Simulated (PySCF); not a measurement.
# GaPH3Cl3 (SMILES [PH3+][Ga-]([Cl])([Cl])[Cl]): wB97M-V/cc-pVDZ

What is the energy change on altering one bond length of GaPH3Cl3 at wB97M-V/cc-pVDZ? Input form: a Python script.

The results are computed with PySCF 2.14.0.

2 further runs of the same task are left out: 2 set aside as unsound or not needed.

## 1. The system as given

GaPH3Cl3: 8 atoms, total charge 0, spin state singlet. As SMILES, `[PH3+][Ga-]([Cl])([Cl])[Cl]`. Geometry: relaxed at PBE0-D4/def2-TZVP.

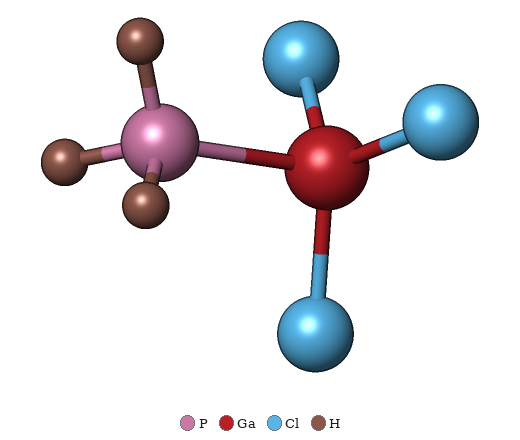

Viewed from a chosen angle; phosphorus pink, gallium red, chlorine blue, hydrogen brown.

## 2. The energy at wB97M-V/cc-pVDZ

File input.py:

```python
from pyscf import gto, dft

mol = gto.M(
    atom=[
    ('P', (-1.022900, -0.126700, 0.469800)),
    ('Ga', (1.222800, 0.133700, -0.565700)),
    ('Cl', (2.062900, -1.803600, -0.144000)),
    ('Cl', (0.659500, 0.530100, -2.605600)),
    ('Cl', (1.978300, 1.794200, 0.577800)),
    ('H', (-1.882300, 0.986400, 0.432900)),
    ('H', (-1.065100, -0.446800, 1.839000)),
    ('H', (-1.861100, -1.124400, -0.060100)),
],
    verbose=3,
    basis='cc-pvdz',
    spin=0,
    max_memory=1860,
    charge=0,
)

ks = dft.RKS(mol)
ks.xc = 'wb97m-v'
ks.grids.level = 5
ks.nlcgrids.level = 1
ks.conv_tol = 1e-10
ks.kernel()
if not ks.converged:
    ks = ks.newton().run(ks.mo_coeff, ks.mo_occ)

e_final = ks.e_tot
print('E = %.10f Eh' % e_final)
```

Command:

```console
OMP_NUM_THREADS=1 python input.py
```

Log:

```text
converged SCF energy = -3648.56566324058
E = -3648.5656632406 Eh
```

It took 3.2 min on 1 thread of Intel Xeon Platinum 8375C at 2.90GHz (Ice Lake), shared host; peak memory 0.66 GiB.

## 3. The distorted shape

File run.py:

```python
from pyscf import gto, dft

mol = gto.M(
    atom='''
P   -0.765058  -0.460659   0.480871
Ga   1.480642  -0.200259  -0.554629
Cl   2.320742  -2.137559  -0.132929
Cl   0.917342   0.196141  -2.594529
Cl   2.236142   1.460241   0.588871
H   -1.882300   0.986400   0.432900
H   -0.807258  -0.780759   1.850071
H   -1.603258  -1.458359  -0.049029
''',
    basis='cc-pvdz',
    charge=0,
    spin=0,
    verbose=3,
    max_memory=1860,
)

calc0 = dft.RKS(mol, xc='wb97m-v')
calc0.grids.level = 5
calc0.conv_tol = 1e-10
calc0.nlcgrids.level = 1
calc0.kernel()
if not calc0.converged:
    calc0 = calc0.newton().run(calc0.mo_coeff, calc0.mo_occ)

e_final = calc0.e_tot
print(f'total energy: {e_final:.8f} hartree')
```

Command:

```console
OMP_NUM_THREADS=1 python run.py
```

Log:

```text
converged SCF energy = -3648.52611441543
total energy: -3648.52611442 hartree
```

Run time: 3.6 min. Hardware: 1 thread of Intel Xeon Platinum 8375C at 2.90GHz (Ice Lake), shared host; peak memory 0.66 GiB.

## 4. Summary of results

Level: wB97M-V/cc-pVDZ.

```
                                                         quantity           value
                                        first shape: total energy  -3648.56566 Eh
                                       first shape: dipole moment          6.17 D
                                         first shape: HOMO energy       -10.79 eV
                                         first shape: LUMO energy         1.21 eV
                                       first shape: HOMO–LUMO gap        11.99 eV
                                    distorted shape: total energy  -3648.52611 Eh
                                   distorted shape: dipole moment          6.04 D
                                     distorted shape: HOMO energy       -10.81 eV
                                     distorted shape: LUMO energy        -0.63 eV
                                   distorted shape: HOMO–LUMO gap        10.18 eV
energy change with the P1–H6 bond stretched from 1.407 to 1.829 Å        1.076 eV
```

With the P1–H6 bond stretched from 1.407 to 1.829 Å the energy rises by 1.08 eV (104 kJ/mol). The first shape isn't relaxed at this level, so the change isn't measured from a minimum.
